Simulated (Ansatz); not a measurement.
**Ge (diamond structure), cut as [112] wire, round, centred on atom, 1.86 nm across**

Level of theory: PBE (plane waves to 420 eV, PAW; Ansatz, a first-principles code).

k-points: Γ-centred 1×1×4 mesh; occupations: Fermi-Dirac, 0.020 eV; spin polarisation not allowed. No spin-orbit coupling.

 The relaxation kept the symmetry of its start, so a lower minimum of less symmetry isn't excluded. The period along the axis is held at the bulk value.

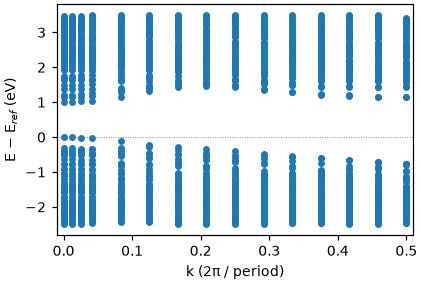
*Levels along the axis at 15 k-points, drawn as points, zero at the top of the valence band*

Electronic character: not metallic; Kohn-Sham band gap: 1.01 eV. Only levels within the plotted window are shown.
